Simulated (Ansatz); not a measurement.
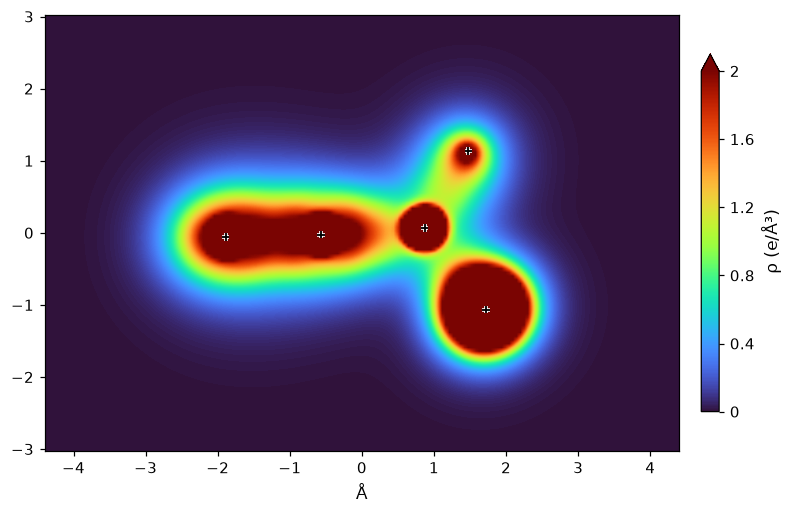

The electron density on a plane through atoms (crosses mark nuclei in the plane).

Level of theory: isolated molecule in a Gaussian basis; Kohn-Sham density functional theory, functional PBE0 (Ansatz).

Candidates:
A. C3HF3 (SMILES C#CC(F)(F)F)
B. C2H3BF (SMILES C=C=[BH-]F) (charge −1)
C. COSe (SMILES O=C=[Se]) (triplet)

Which system is this?

Candidate B: C2H3BF on the plane of atoms F4, B3 and H5, which holds C, B, F and H. C–C (1.33 Å): ρ at the midpoint is about 2.3 e/Å³. B–F (1.42 Å): the density is about 1.7 e/Å³ at the midpoint.
